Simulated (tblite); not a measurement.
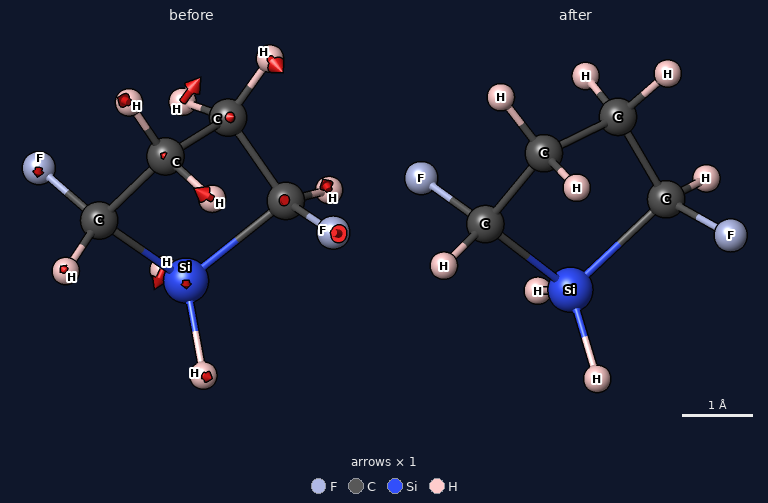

The structure of C₄H₈F₂Si before (left) and after (right) a relaxation, at one scale. The red arrows give the displacements, at their true length.

A ball-and-stick model, seen at a tilt.

Method: GFN2-xTB geometry optimisation, gas phase in tblite 0.8.0. 

Summarise the run.

Answer. An H atom moves most after the best rigid fit: 0.50 Å. Largest moves by element: H 0.50 Å, F 0.42 Å, C 0.17 Å, Si 0.14 Å. Among the contacts that change: C–Si 1.875 → 1.928 Å, C–H 1.118 → 1.091 Å, C–F 1.369 → 1.395 Å, C–C 1.541 → 1.526 Å. Among the angles between lasting bonds that change: F–C–H 114.1° → 104.9°, C–C–Si 96.6° → 105.4°, Si–C–H 109.3° → 116.8°. Groups turn about C–C by about 25°. The energy falls by 60.6 kJ/mol in 62 geometry steps. The run took 0.36 s on 1 thread of Arm Neoverse V1 (shared host).
